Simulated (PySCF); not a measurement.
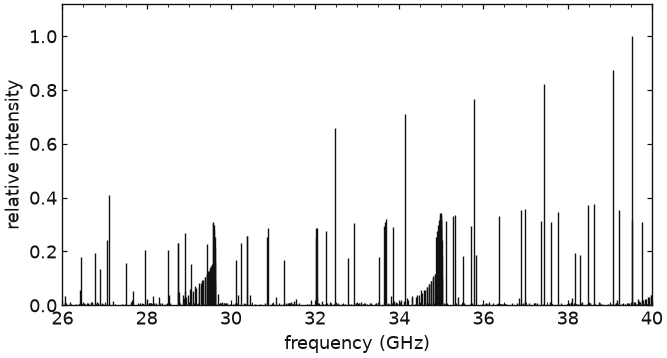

Simulated rotational absorption lines between 26 and 40 GHz at 10 K: rigid rotor with the equilibrium constants and dipole of one optimised conformer (PBE0-D3(BJ)/def2-SVP, PySCF 2.14.0), commonest isotopes; no centrifugal distortion, hyperfine structure, internal rotation or nuclear-spin weights; lines within 1 MHz of each other are summed.

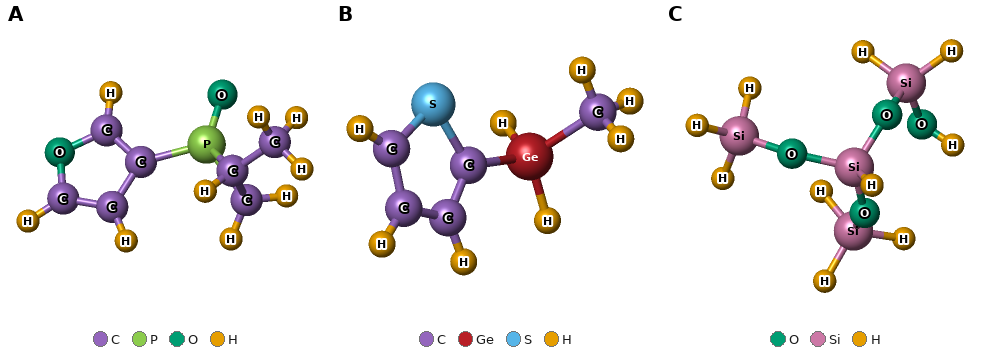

Question: Which molecule gives this spectrum? Choose among the lettered structures.

Answer: Structure B, C₅H₈GeS, SMILES [CH3][GeH2][c]1cccs1, singlet. Rotational constants A, B, C = 3.518, 0.8758, 0.7723 GHz, |μa|, |μb|, |μc| = 0.09, 0.08, 0.65 D.

Caveats: coarse grid, loose stop and no frequency check, small forces are noise and the end may be a saddle.
